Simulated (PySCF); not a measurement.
## A study: C$_{5}$H$_{5}$P, SMILES `c1ccpcc1`

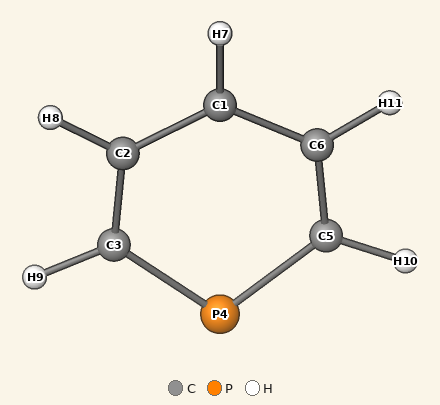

The molecule, with its atoms numbered as below. No frequency check shows the geometry to be a minimum.

Cartesian coordinates (Å):

```
C1      -1.6776   -0.0000    0.0000
C2      -1.0107   -1.2152    0.0000
C3       0.3636   -1.3275    0.0000
P4       1.4797    0.0000    0.0000
C5       0.3635    1.3275    0.0000
C6      -1.0108    1.2151    0.0000
H7      -2.7583   -0.0001    0.0000
H8      -1.6009   -2.1234    0.0000
H9       0.7983   -2.3199    0.0000
H10      0.7981    2.3200    0.0000
H11     -1.6011    2.1233    0.0000
```

Part 1: Localised orbitals

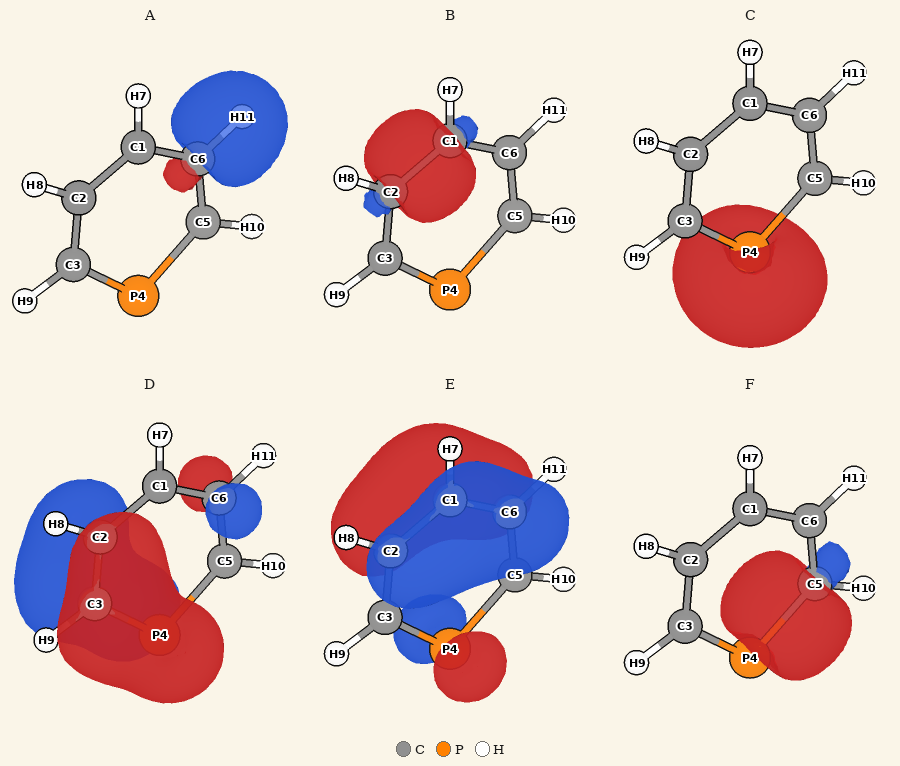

Pipek–Mezey orbitals, occupied; each surface holds about 85 % of the orbital's density. Energies are diagonal elements of the Fock matrix.

PySCF calculation, B3LYP/6-311G**, gas phase; geometry: GFN2-xTB.

What does each orbital represent in a Lewis picture?

Answer. By panel:
- A: σ bond C6–H11 (C6 55 %, H11 44 %; −13.8 eV)
- B: σ bond C2–C1 (C2 50 %, C1 50 %; −16.6 eV)
- C: lone pair on P4 (sp0.5-type) (P4 99 %; −10.4 eV)
- D: delocalised π orbital mainly over C3, C2 and P4 (C3 51 %, C2 23 %, P4 22 %; −8.1 eV)
- E: delocalised π orbital mainly over C1, C6, C2 and P4 (C1 49 %, C6 21 %, C2 21 %; −8.3 eV)
- F: σ bond C5–P4 (C5 56 %, P4 43 %; −14.2 eV)

Part 2: Magnetic shielding

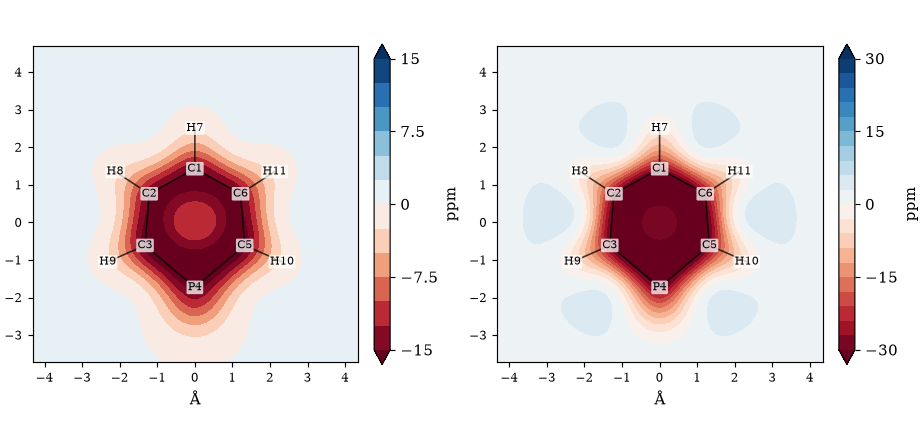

Isotropic NICS 1.0 Å above the plane of the 6-membered ring C1/C2/C3/P4/C5/C6 (left) and NICSzz (the component normal to the ring) 1.0 Å above the plane of the same ring (right); GIAO shieldings; atoms are projected onto the map; negative values mean shielding.

Computed with PySCF, CAM-B3LYP/6-31G*, geometry: GFN2-xTB.

What does the map say about the ring?

Answer. It is strongly diatropic (aromatic): NICS(0) = −7.8, NICS(1) = −10.1, NICS(1)zz = −27.2 ppm.

What absolute proton shieldings does the same calculation give?

Answer. From 23.3 ppm (H9 and H10) to 24.8 ppm (H7).

Part 3: The π system

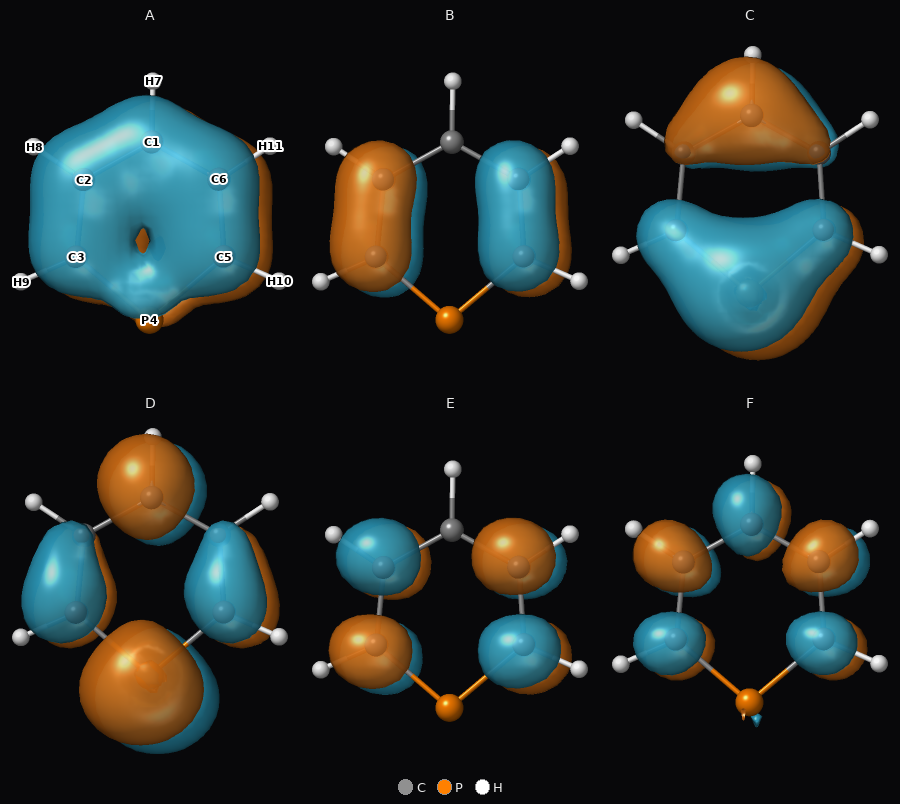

Natural orbitals of the π active space, CASSCF(6,6), triplet state at the geometry of the singlet, in order of falling occupation.

PySCF calculation, 6-311G** basis, gas phase; geometry: GFN2-xTB.

What are the natural occupation numbers?

Answer. A 1.92, B 1.83, C 1.08, D 0.92, E 0.17, F 0.08.

Where does the lowest triplet lie relative to the singlet, at this geometry and within this active space?

Answer. 3.51 eV above it by strongly contracted NEVPT2 (+3.02 eV by CASSCF); a small basis tends to put such gaps a few tenths of an eV too high. This is a vertical energy for π states alone; a state that uses lone pairs or σ orbitals may lie lower.

The PySCF runs shown took 21 s, 59 s and 100 s on 1 thread of Arm Neoverse V2 (shared host).
